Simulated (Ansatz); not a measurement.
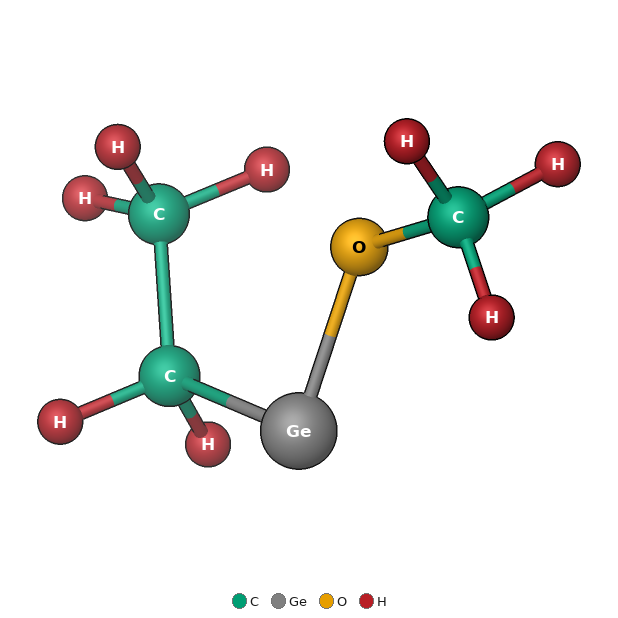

Describe the molecule.

Formula C3H8GeO. Its SMILES string is `C[CH2][Ge][O]C`. The point group is Cs. Coordination: 3 C tetrahedral; 1 Ge bent; 1 O bent.

More results for the same structure follow; atom numbers are the same in all pictures, views and colours differ. The computed structure is the end point of a PBE0-D4/def2-TZVP optimisation.

### Charges

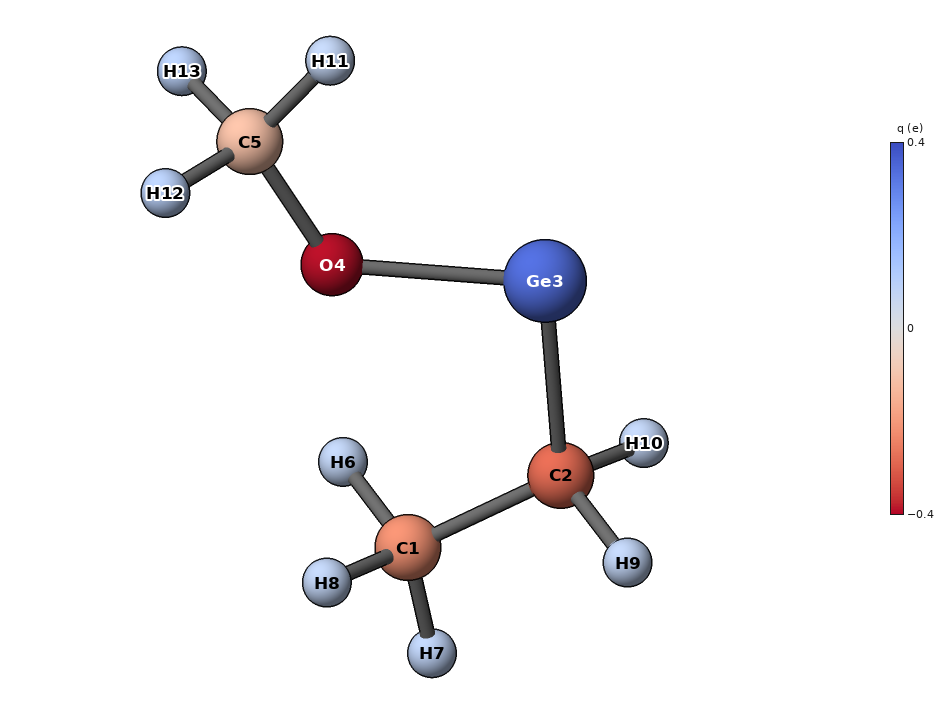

Atoms are coloured by their Mulliken charges. Level of theory: RKS B3LYP-D4/def2-TZVPP (Ansatz 0.2.0).

Question: Which atom carries the highest charge (most positive or least negative)?

Answer: Ge3 (0.34 e).

Question: And the lowest?

Answer: O4 (−0.39 e).

List the Mulliken charges.

```csv
atom,value (e)
C1,−0.21
C2,−0.28
Ge3,0.34
O4,−0.39
C5,−0.11
H6,0.08
H7,0.08
H8,0.08
H9,0.08
H10,0.08
H11,0.07
H12,0.10
H13,0.10
```

### Dipole moment

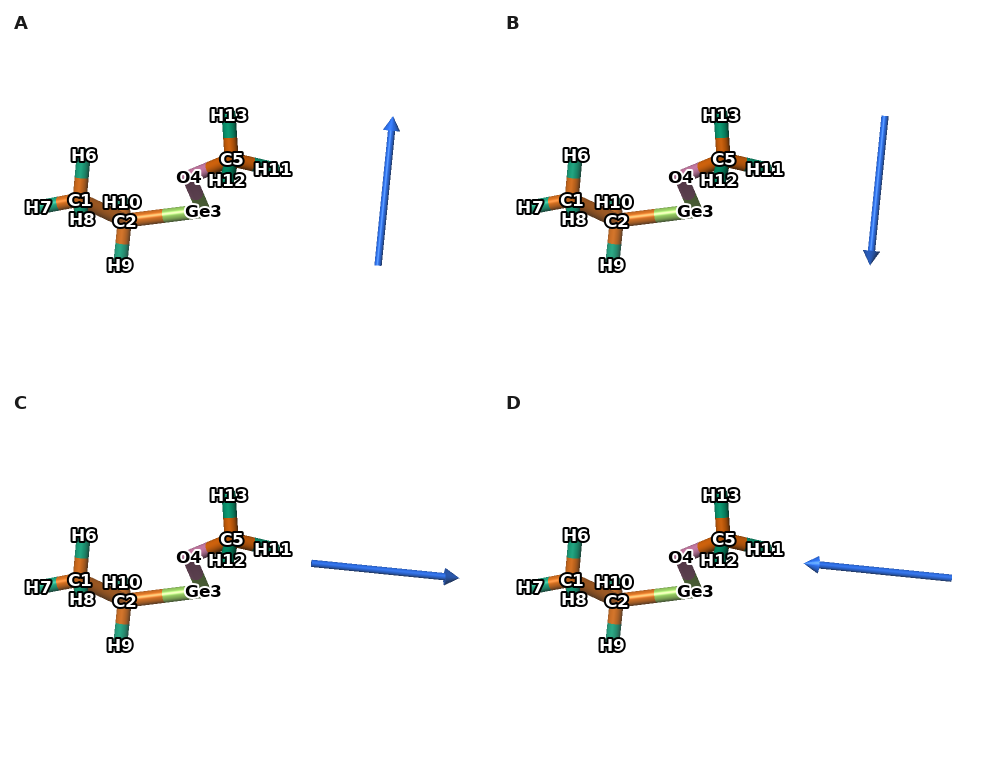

The same molecule four times, each with an arrow. Level of theory: RKS B3LYP-D4/def2-TZVPP (Ansatz 0.2.0).

Question: Which arrow points along the dipole moment, from the negative to the positive end?

Answer: C. The dipole moment is 0.44 D; it points from the side of H7 to the side of H11 (the outermost atoms at the two ends).

### Levels of theory compared

Program: Ansatz 0.2.0.

Tabulate HOMO energy (eV), vertical IP (eV) at these levels: B3LYP-D4/def2-TZVPP; PBE-D4/def2-TZVPP; PBE0-D4/def2-TZVPP; r2SCAN-D4/def2-TZVPP; ωB97M-V/def2-TZVPP; ωB97X-V/def2-TZVPP.

| level | HOMO energy (eV) | vertical IP (eV) |
| --- | --- | --- |
| B3LYP-D4/def2-TZVPP | −6.03 | 8.30 |
| PBE-D4/def2-TZVPP | −5.12 | 8.06 |
| PBE0-D4/def2-TZVPP | −6.21 | 8.22 |
| r2SCAN-D4/def2-TZVPP | −5.36 | 8.12 |
| ωB97M-V/def2-TZVPP | −8.34 | 8.33 |
| ωB97X-V/def2-TZVPP | −8.44 | 8.35 |

Mulliken values depend strongly on the basis set and can even reverse the polarity of a bond.
